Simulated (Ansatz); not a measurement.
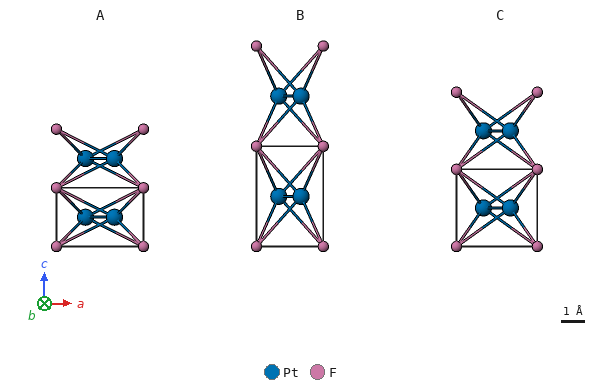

3 geometries from one relaxation of crystalline Pt₂F (a generated structure, set up in P6/mmm) (coarse preliminary run), in shuffled order. A ball-and-stick model of the cell of the calculation, repeated 1 × 1 × 2 with one cell outlined, seen along the b axis.

Level of theory: DFT PBE, scalar-relativistic, plane waves, PAW in Ansatz. Settings: plane-wave cutoff 420 eV; k-point mesh 6 × 6 × 4; occupations gaussian; smearing width 0.1 eV; no spin polarisation; cell and atoms relaxed; force threshold 0.04 eV/Å; at most 70 steps.

Order the frames from highest to lowest energy.

B, C, A. They are steps 0, 7, 21, at +13.578 eV per cell of the calculation, +2.309 eV per cell of the calculation relative to the last. After 18 accepted moves (21 points after the start) the energy has fallen by 13.578 eV per cell of the calculation. All forces vanish by symmetry, so only the cell relaxes. Pressure: 164.69 GPa at the start and −0.05 GPa at the end. At 3 points the geometry stayed and the basis and grid were re-selected for the new cell (energy shift of 0.665 eV per cell of the calculation at most each time). The atoms keep their places relative to the cell (all moves are under 0.005 Å). The volume changes by −0.8 %, with a = b 3.410 → 4.440 Å (+30.2 %), c 4.430 → 2.593 Å (−41.5 %). Near-neighbour distances that change, for instance: Pt–Pt 4.430 → 2.593 Å, Pt–Pt 1.969 → 2.563 Å, F–Pt 2.964 → 2.873 Å. The space group stays P6/mmm (No. 191). The run took 62 s on 1 thread of Arm Neoverse N1 (shared host), peak memory 0.3 GiB.
